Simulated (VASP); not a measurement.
Band structure of WC (wc). Level of theory: PBE GGA with D4 dispersion, VASP's PBE PAW potentials (set 64) (plane waves; VASP).

Unless said otherwise, spin-orbit coupling is left out, though it shifts the bands of the heavy elements here.

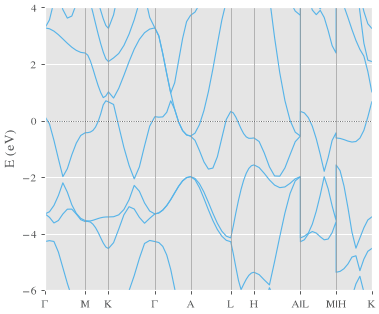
*Bands along high-symmetry lines, zero at the valence-band maximum or, without a gap, the Fermi level*

Task: Read the plot: is there a gap, and where are the band edges?

Result: It has no gap at this level: it comes out as a metal or semimetal. (Edges off the drawn lines would not show.)

The compound is WC in the wc structure. It was relaxed first.
